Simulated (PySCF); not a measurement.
# TeC: what the fields show

```xyz
2

Te    0.0000    0.0000   -0.1605
C     0.0000    0.0000    1.7375
```

Core potentials replace the inner electrons of Te.

Method: PBE0/aug-cc-pVDZ(-PP), non-relativistic Hamiltonian with scalar-relativistic core potentials where named, at a bond length of 1.898 Å (PySCF 2.14.0).

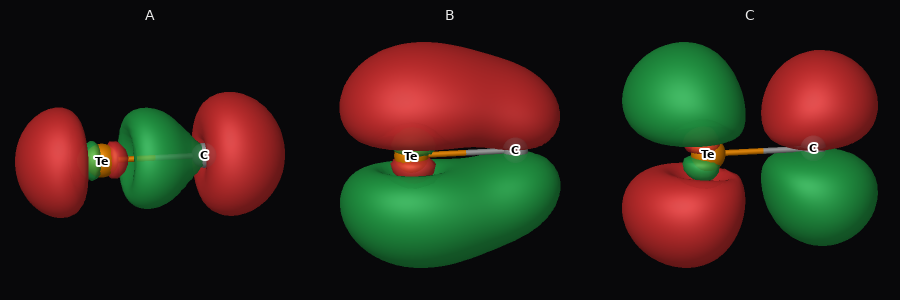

Figure 1. Three frontier orbitals, each drawn at the value that holds 80 % of its norm (green and red are the two phases), in no order; of a degenerate pair one member is drawn.

### Label each orbital by symmetry, say whether it is occupied, and order them by energy.

Orbital B: π, occupied, −8.27 eV; bonding, with no node between the atoms.
Orbital A: σ, occupied, −8.04 eV; shared between the atoms (Te 35 %, C 65 %).
Orbital C: π, empty, −2.86 eV; antibonding, with a node between the atoms.

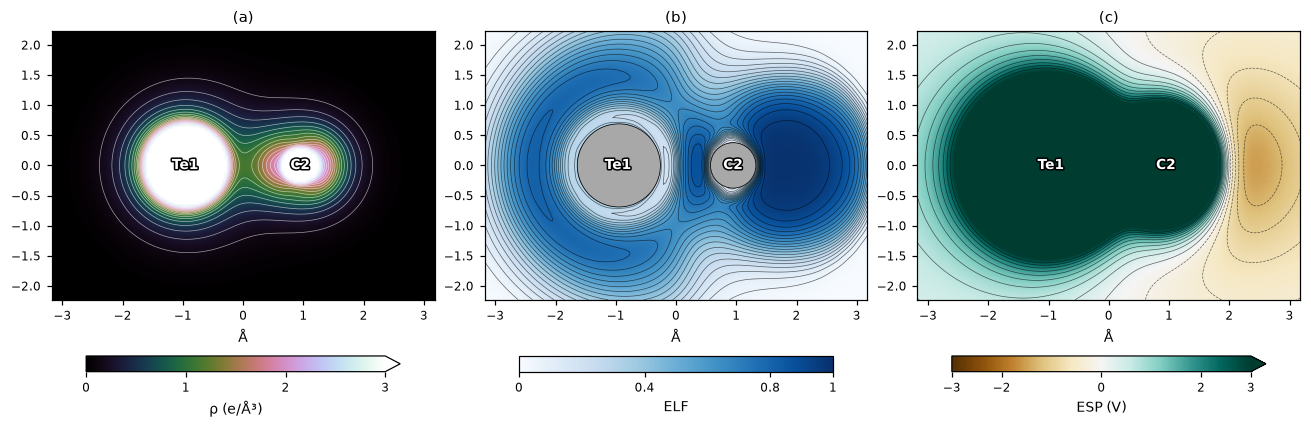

Figure 2. (a) electron density; (b) electron localisation function; (c) electrostatic potential on a plane that holds the molecular axis. Grey discs cover the atomic cores in the ELF map.

### Interpret the plot.

The plane passes through Te and C nuclei.
C–Te (1.90 Å): the density is about 1.1 e/Å³ at the midpoint; the ELF peaks at about 0.85 between the atoms, as expected for a covalent bond.
The ELF also peaks beside Te1 and C2, away from the bonds: lone-pair regions.
Outside the dense part of the molecule the potential is most negative (−1.5 V) near C2.

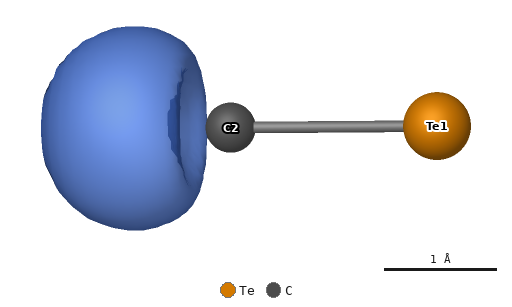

Figure 3. Isosurface of the ELF at 0.9 (blue), seen from one side. Core shells and regions of very low density are left out.

### What do the ELF domains correspond to?

At this value the surface marks out one lobe on C, pointing away from the bonds (lone pairs).

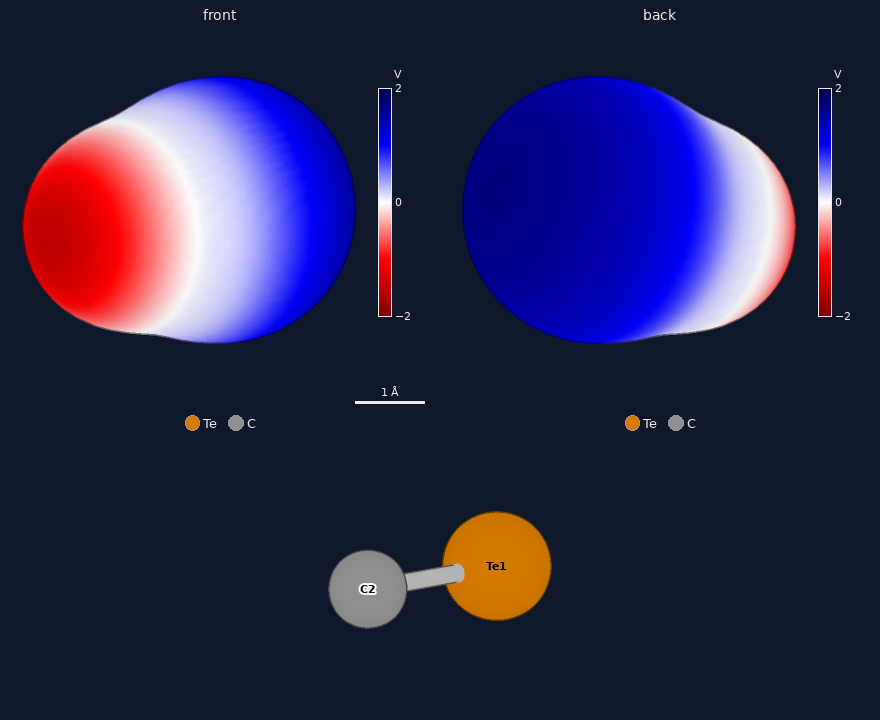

Figure 4. The molecular electrostatic potential painted on the density surface at 0.004 e/bohr³, seen from the front and from behind; red is negative and blue positive. The bare structure is drawn below in the same view.

### Where is the surface potential most negative and most positive?

The most negative region (about −1.5 V) lies over C2, the most positive (about +1.7 V) over Te1.
